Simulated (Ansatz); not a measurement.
**A computed series for HgS: pressure series**

Consider HgS in the zinc blende structure (space group F-43m, No. 216; a = 5.812 Å).

Cell and atoms are relaxed at each pressure.

All numbers come from Kohn–Sham DFT with the LDA functional, run in Ansatz (a quantum-chemistry and plane-wave program) with PAW and 420 eV plane waves, no SOC.

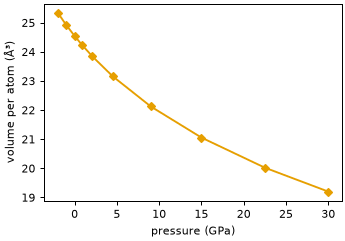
*Volume per atom against pressure*

```tsv
pressure (GPa)	volume per atom
-2	25.34 Å³
-1	24.92 Å³
0.9	24.23 Å³
2.1	23.84 Å³
4.5	23.16 Å³
9	22.12 Å³
15	21.05 Å³
22.5	20.02 Å³
30	19.20 Å³
```

The mesh was chosen for an insulator and is coarse for the gapless case. Load acts through the strain it causes; cell and atoms are relaxed under it. Stability against distortions was not tested. Tetrahedral semiconductors of this kind turn to denser phases somewhere between about 1 and 50 GPa; those were not computed, so compressed cells here can lie past the real transition. All final runs are without spin polarisation.
